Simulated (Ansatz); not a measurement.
System: cubic perovskite CsSnBr₃. Method: HSE06 (plane waves, PAW; Ansatz, a program for electronic structure).

Run with plane-wave cutoff 460 eV, 4×4×4 k mesh, Fermi–Dirac smearing 0.01 eV, scalar-relativistic PAW data made under PBE.

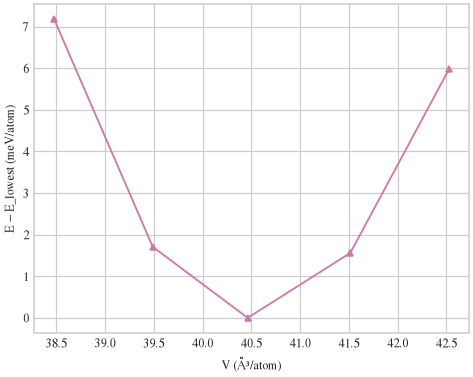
Total energy against volume

Problem. From the curve, estimate the equilibrium volume and the bulk modulus.

Solution. V0 ≈ 40.5 Å³/atom and B0 ≈ 21 GPa; the fit gives V0 = 40.502 Å³/atom, B0 = 20.7 GPa, B′ = 4.5.

Note: the relaxation could not lower the start's symmetry, so the cell can be a saddle point above a distorted one.

Spin–orbit coupling is not included.

Computed values are for the static lattice.

The result took roughly 21 core-minutes.
